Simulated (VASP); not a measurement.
Energy against volume of KF (rock salt). Calculation: RPBE GGA, VASP's PBE PAW potentials (set 64) (plane waves; VASP).

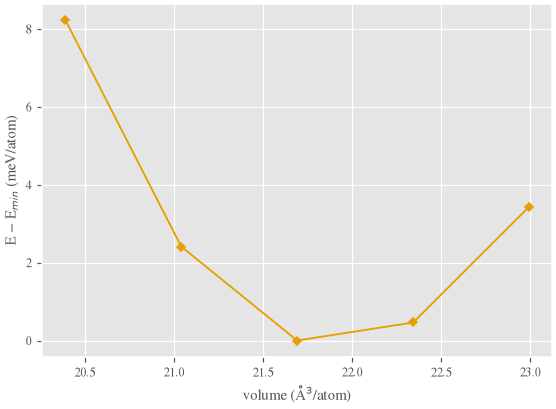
Figure. Energy against volume

Question: Estimate the equilibrium volume and the bulk modulus.

Answer: The minimum lies near 21.9 Å³/atom, and the curvature gives B0 of about 23 GPa.

The compound is KF in the rock salt structure. It was relaxed first, which changed the volume by +14 %.
